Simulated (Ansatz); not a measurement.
# WC, response to strain

Take WC (space group P-6m2, No. 187; a = 2.922 Å, c = 2.846 Å; relaxed with 0.1 eV smearing) as the base. Axes: x lies along a and z along c of the hexagonal cell.

Strains are applied to the cell and any free atomic positions relax; under biaxial strain the out-of-plane vector relaxes too.

The values are results of PBE/PAW in Ansatz (a quantum-chemistry and plane-wave program), no spin-orbit coupling, not measurements.

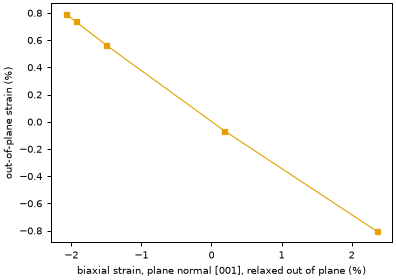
Fig. 1. Out-of-plane strain against biaxial strain, plane normal [001], relaxed out of plane

| biaxial strain, plane normal [001], relaxed out of plane (%) | out-of-plane strain |
|---|---|
| -2.07 | +0.79 % |
| -1.94 | +0.74 % |
| -1.5 | +0.56 % |
| 0.18 | -0.06 % |
| 2.36 | -0.80 % |

Stability against distortions was not tested. The final runs are not spin-polarised.
